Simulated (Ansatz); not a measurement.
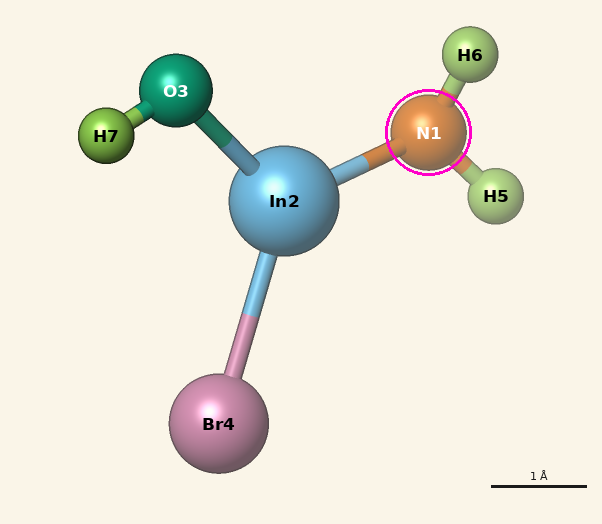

Figure made from data computed with Ansatz.

Orthographic view. Depth is shown by fading: the farther an atom, the more it takes the colour of the background. State: charge +1, doublet. Geometry: the geometry of the neutral molecule.

Name the neighbours of the circled atom.

The circled atom is N1; it is bonded to In2, H5, H6.

Which two atoms are farthest apart in space?

H5 and H7, 5.02 Å.

What is the shortest path along bonds from the circled atom to H7?

N1–In2–O3–H7, 3 bonds; through space the two are 4.26 Å apart.
